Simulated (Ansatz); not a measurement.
The figure comes from a scan of TiB$_{2}$ (AlB2 type, space group P6/mmm): a phonon pattern at L = (0.5, 0.0, 0.5) is frozen into a 6-atom cell, Q being the largest atomic displacement. All values below come from PBE (plane waves to 420 eV, PAW, scalar-relativistic; Ansatz, a program for electronic structure). k mesh 18×18×18 (Γ-centred), Fermi-Dirac smearing 0.05 eV. With partly filled bands, energies and forces of such displacements shift with the k mesh and the smearing. TiB2 is run without spin polarisation. TiB2 was relaxed with its symmetry unable to fall. 

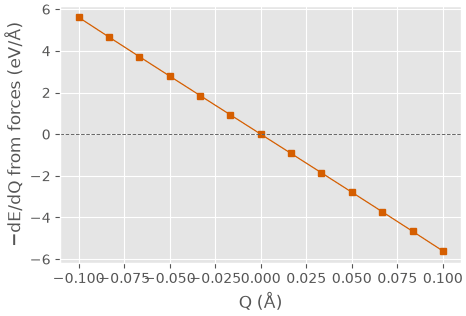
−dE/dQ from forces (eV/Å) against Q (Å); computed points joined by lines.

List the plotted points as numbers.

To the nearest 0.2:

| Q (Å) | −dE/dQ from forces (eV/Å) |
|---|---|
| -0.100 | 5.6 |
| -0.083 | 4.6 |
| -0.067 | 3.8 |
| -0.050 | 2.8 |
| -0.033 | 1.8 |
| -0.017 | 1.0 |
| 0.000 | 0.0 |
| 0.017 | -1.0 |
| 0.033 | -1.8 |
| 0.050 | -2.8 |
| 0.067 | -3.8 |
| 0.083 | -4.6 |
| 0.100 | -5.6 |

(A displaced cell: forces are minus the slopes of the energy, force constants its curvatures, and phonons follow from these.)
